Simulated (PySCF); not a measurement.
C₃H₁₂GeN₂O, SMILES [NH2][Ge]([NH2])([O]CC)[CH3], GFN2-xTB optimised geometry. Atoms within 1.6 Å of the plane z = 0.0 Å (x, y, z in Å): C1 (-0.47, -2.76, 1.56), O3 (-0.71, -0.33, 1.54), Ge4 (-0.17, 0.34, 0.00), C5 (-1.07, 2.11, 0.00), N6 (-0.61, -0.83, -1.35), N7 (1.66, 0.34, 0.00), H9 (-1.55, -2.89, 1.50), H10 (-0.06, -2.78, 0.55), H13 (-1.05, 2.57, -0.99), H14 (-2.11, 1.99, 0.30), H15 (-0.59, 2.78, 0.70), H17 (-1.53, -1.25, -1.23), H18 (2.11, 1.13, 0.44), H19 (2.09, 0.18, -0.90).

Level of theory: CAM-B3LYP/def2-SVP in PySCF. Cells within 0.4 Å of a nucleus heavier than hydrogen are left out (blank, or x).

Map of the electrostatic potential (hartree/e), clipped to [-0.08, 0.12] on the plane z = 0.0 Å:

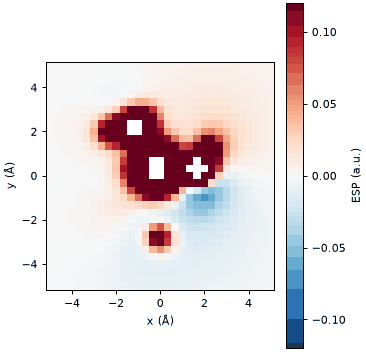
Figure: Electrostatic potential (hartree/e), clipped to [-0.08, 0.12] on the plane z = 0.0 Å.
